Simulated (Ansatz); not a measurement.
**U-wB97M-V/STO-3G run of BSiH2Cl (SMILES B[Si]Cl)**

Aim: the energy change on altering one bond length of BSiH2Cl at U-wB97M-V/STO-3G, from 2 runs. 

Program for the calculation: Ansatz 0.2.0.

72 further runs of the same task are left out: 4 that didn't finish, 68 set aside as unsound or not needed.

### 1 The system as given

BSiH2Cl: 5 atoms, total charge 0, spin state triplet. As SMILES, `B[Si]Cl`. The shape is that of a GFN2-xTB optimisation.

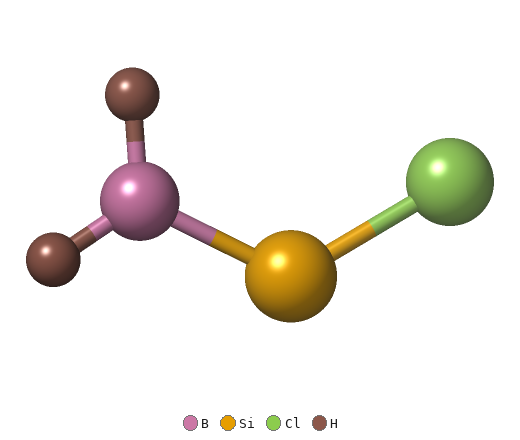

Viewed from a chosen angle; boron pink, silicon amber, chlorine green, hydrogen brown.

### 2 A single-point energy at U-wB97M-V/STO-3G

File molecule.yaml:

```yaml
crystal:
  periodic: [false, false, false]
  atoms:
    - {symbol: B, position_ang: [-0.674100, 0.367960, -0.302510]}
    - {symbol: Si, position_ang: [0.334580, -1.081930, 0.357550]}
    - {symbol: Cl, position_ang: [2.311390, -0.930270, 0.961480]}
    - {symbol: H, position_ang: [-0.184480, 1.431210, -0.387430]}
    - {symbol: H, position_ang: [-1.787390, 0.213030, -0.629090]}
basis:
  gaussian: {orbitals: STO-3G}
total_charge: 0
magnetization: {spin_polarized: true, initial_magnetization: 2}
hamiltonian: {xc: {name: wB97M-V}}
accuracy: high
```

On the command line:

```sh
ansatz run molecule.yaml --threads 1 --pin off --max-ram 2610MiB --events-out events.jsonl --progress --plain --runs-dir runs
```

The log of the run:

```text
Warning: RAYON_NUM_THREADS=1 ignored (pool sized by the plan → 1); use --threads N
Functional definition: wB97M-V
  name "wB97M-V"
  parameter omega = 0.3/bohr
  parameter cx = 0.15
  parameter cx01 = 1.007
  parameter cx10 = 0.259
  parameter css00 = 0.443
  parameter css04 = -1.437
  parameter css10 = -4.535
  parameter css20 = -3.390
  parameter css43 = 4.278
  parameter cos00 = 1.000
  parameter cos10 = 1.358
  parameter cos20 = 2.924
  parameter cos21 = -8.812
  parameter cos60 = -1.390
  parameter cos61 = 9.142
  parameter b = 6.0
  parameter c = 0.01
  gx(w, u) = 1 - cx + cx01*u + cx10*w
  gss(w, u) = css00 + css04*u^4 + css10*w + css20*w^2 + css43*w^4*u^3
  gos(w, u) = cos00 + cos10*w + (cos20 + cos21*u)*w^2 + (cos60 + cos61*u)*w^6
  exchange = spin_sum(e_x_unif_sr(omega)*gx(b97_w, b97_u_x)) + cx*exact_x_sr(omega) + exact_x_lr(omega)
  correlation = spin_sum(e_c_pw_mod_same_spin*gss(b97_w, b97_u_same))
      + integral(e_c_pw_mod_opposite_spin*gos(b97_w_opposite, b97_u_opposite)) + vv10(b, c)
452 factors; integrals over basis functions are off by at most 1.1e-8 eV
172 factors; integrals over basis functions are off by at most 1.2e-9 eV
mean field evaluation 1: about -20871.0270 eV, gradient 1.1e1 eV
mean field evaluation 2: about -20872.3395 eV, gradient 4.9e0 eV
mean field evaluation 4: about -20872.5797 eV, gradient 5.4e-1 eV
mean field evaluation 8: about -20872.5599 eV, gradient 2.1e-2 eV
mean field evaluation 16: about -20872.5599 eV, gradient 7.1e-6 eV
mean field -20872.55989278 eV, -767.0524281303 hartree, gradient 6.8e-8 eV, S^2 2.001609; 0 other end points of the search recorded, 0 dependent functions left out
reference -20872.55989523 eV, -767.0524282203 hartree; 20, 18 occupied and 5, 7 virtual orbitals, 452 factors
Total energy: -20872.55989523 eV, -767.0524282203 hartree
```

Wall time 32 s (1 thread of Arm Neoverse V1, shared host); peak memory 0.56 GiB.

### 3 The distorted shape

File molecule.yaml:

```yaml
crystal:
  periodic: [false, false, false]
  atoms:
    - symbol: B
      position_ang: [-0.926251, 0.730404, -0.467512]
    - symbol: Si
      position_ang: [0.334580, -1.081930, 0.357550]
    - symbol: Cl
      position_ang: [2.311390, -0.930270, 0.961480]
    - symbol: H
      position_ang: [-0.436631, 1.793654, -0.552432]
    - symbol: H
      position_ang: [-2.039541, 0.575474, -0.794092]
basis:
  gaussian: {orbitals: STO-3G}
magnetization: {spin_polarized: true, initial_magnetization: 2}
hamiltonian: {xc: {name: wB97M-V}}
accuracy: high
```

On the command line:

```sh
ansatz run molecule.yaml --threads 1 --pin off --max-ram 2610MiB --events-out events.jsonl --progress --plain --runs-dir runs
```

The log of the run, shortened:

```text
Warning: RAYON_NUM_THREADS=1 ignored (pool sized by the plan → 1); use --threads N
[... 2 set-up lines as earlier in the session ...]
[...]
  gx(w, u) = 1 - cx + cx01*u + cx10*w
  gss(w, u) = css00 + css04*u^4 + css10*w + css20*w^2 + css43*w^4*u^3
  gos(w, u) = cos00 + cos10*w + (cos20 + cos21*u)*w^2 + (cos60 + cos61*u)*w^6
[...]
      + integral(e_c_pw_mod_opposite_spin*gos(b97_w_opposite, b97_u_opposite)) + vv10(b, c)
439 factors; integrals over basis functions are off by at most 1.3e-8 eV
175 factors; integrals over basis functions are off by at most 1.4e-9 eV
[...]
mean field -20871.05513690 eV, -766.9971293719 hartree, gradient 6.7e-8 eV, S^2 2.006332; 0 other end points of the search recorded, 0 dependent functions left out
reference -20871.05513946 eV, -766.9971294658 hartree; 20, 18 occupied and 5, 7 virtual orbitals, 439 factors
Total energy: -20871.05513946 eV, -766.9971294658 hartree
```

Run time: 32 s. Hardware: 1 thread of Arm Neoverse V1, shared host; peak memory 0.56 GiB.

### 4 Summary of results

At U-wB97M-V/STO-3G:

| quantity | value |
| --- | --- |
| first shape: total energy | -767.05243 Eh |
| first shape: ⟨S²⟩ | 2.002 |
| distorted shape: total energy | -766.99713 Eh |
| distorted shape: ⟨S²⟩ | 2.006 |
| energy change with the B1–Si2 bond stretched from 1.886 to 2.357 Å | 1.505 eV |

With the B1–Si2 bond stretched from 1.886 to 2.357 Å the energy rises by 1.50 eV (145 kJ/mol). The first shape isn't relaxed at this level, so the change isn't measured from a minimum. The minimal basis adds a large error of its own.
